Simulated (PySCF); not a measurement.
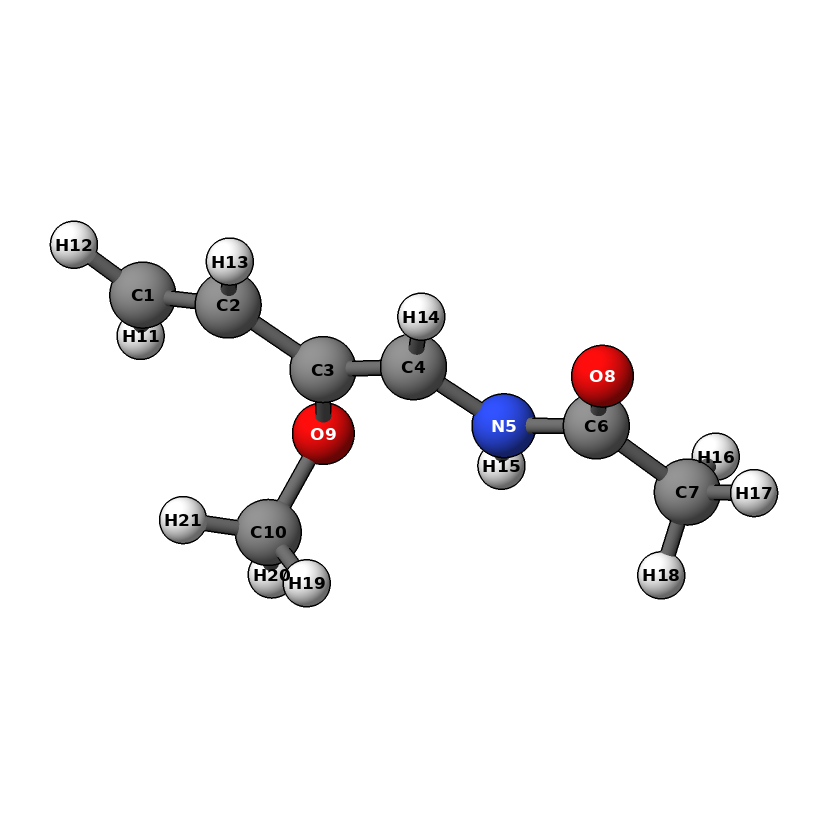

The computed structure is the end point of a PBE0-D3(BJ)/def2-SVP optimisation. No frequency run is at hand to confirm it as a minimum. Properties computed with GIAO PBE0/pcSseg-1 NMR shielding, non-relativistic, IEF-PCM chloroform (PySCF 2.14.0). Principal shieldings σ11 ≤ σ22 ≤ σ33, span Ω = σ33 − σ11, skew κ = 3(σiso − σ22)/Ω.

Question: Which O atom has the most anisotropic shielding?

Answer: O8, with a span of 744 ppm.

Give the shielding tensors of the O atoms.

| atom | σ11 | σ22 | σ33 | σiso | Ω | κ |
| --- | --- | --- | --- | --- | --- | --- |
| O8 | −410.3 | −191.7 | 333.5 | −89.5 | 743.8 | 0.41 |
| O9 | 228.7 | 281.3 | 362.4 | 290.8 | 133.8 | 0.21 |

Shieldings and span in ppm.
